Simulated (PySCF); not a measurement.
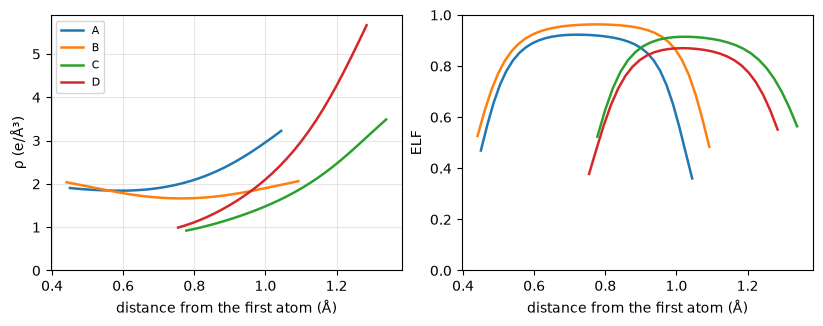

C$_{3}$H$_{12}$N$_{2}$OSi. Electron density and ELF along straight lines between neighbouring atoms. The curves leave out the atomic cores.

Geometry: GFN2-xTB.

The calculation used PBE0/pcSseg-1, SCF density, gas phase, non-relativistic in PySCF 2.14.0.

| atom | x (Å) | y (Å) | z (Å) |
| --- | --- | --- | --- |
| C | -1.9783 | 1.3955 | -0.1295 |
| Si | -1.7233 | -0.4557 | 0.2109 |
| O | -2.9545 | -1.1589 | -0.5953 |
| N | -0.2667 | -1.1955 | -0.3524 |
| C | 1.0346 | -0.9077 | 0.1938 |
| C | 1.6732 | 0.3629 | -0.3798 |
| N | 2.9374 | 0.6278 | 0.2858 |
| H | -3.0083 | 1.6861 | 0.0490 |
| H | -1.3489 | 2.0040 | 0.5134 |
| H | -1.7428 | 1.6510 | -1.1595 |
| H | -1.7645 | -0.7596 | 1.6441 |
| H | -3.0121 | -2.1097 | -0.6299 |
| H | -0.2116 | -1.3819 | -1.3444 |
| H | 1.7011 | -1.7587 | 0.0054 |
| H | 0.9337 | -0.7886 | 1.2725 |
| H | 1.7679 | 0.2510 | -1.4757 |
| H | 1.0080 | 1.2080 | -0.1865 |
| H | 3.3597 | 1.4753 | -0.0773 |
| H | 3.5856 | -0.1361 | 0.1230 |

Question: Which curve belongs to which contact (C–C, C–N, Si–N and Si–O)? The first atom named is at distance zero.

Answer: Curve A: C–N (1.44 Å): ρ at the midpoint is about 1.9 e/Å³; the ELF peaks at about 0.90 between the atoms; localised, covalent bonding. Curve B: C–C (1.53 Å): the density is about 1.7 e/Å³ at the midpoint; the ELF peaks at about 0.95 between the atoms; localised, covalent bonding. Curve C: Si–N (1.73 Å): ρ is about 1.1 e/Å³ halfway; the ELF peaks at about 0.90 between the atoms (a shared but strongly polarised pair). Curve D: Si–O (1.63 Å): ρ at the midpoint is about 1.2 e/Å³; the ELF peaks at about 0.85 between the atoms; a polar covalent bond.
